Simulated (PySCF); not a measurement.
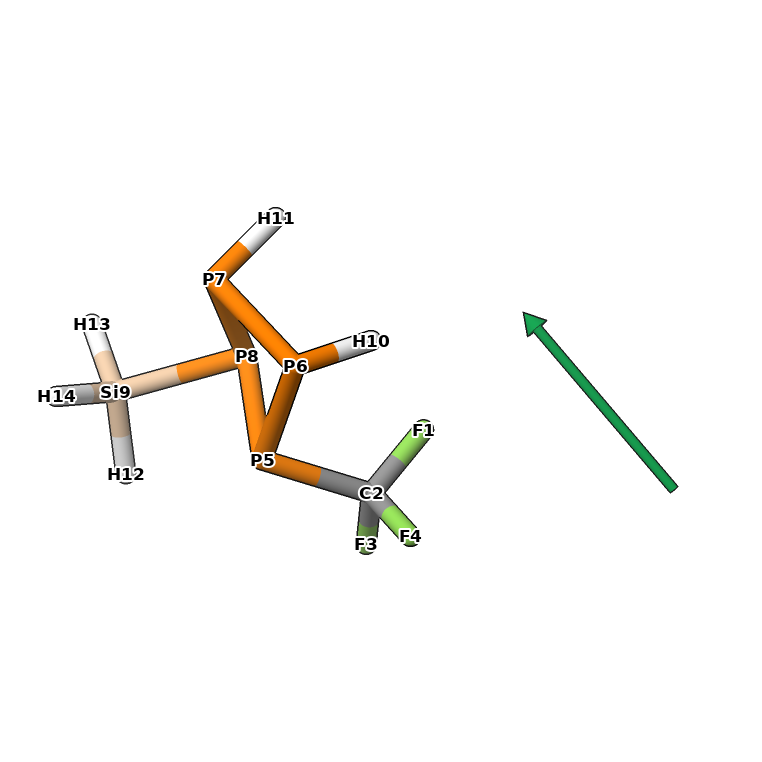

The arrow beside the molecule shows the direction of the dipole moment, from the negative to the positive end (its length means nothing). The computed structure is the end point of a GFN2-xTB optimisation. No frequency run is at hand to confirm it as a minimum. Properties computed with CAM-B3LYP/def2-SVPD, gas phase (PySCF 2.14.0).

> Estimate the dipole moment.

2.19 D; it points from the side of F4 to the side of H13 (the outermost atoms at the two ends).

The geometry is semi-empirical. Around P, Si such bond lengths and angles can be off by a tenth of an ångström or more and by several degrees, and values that hang on the shape move with them.
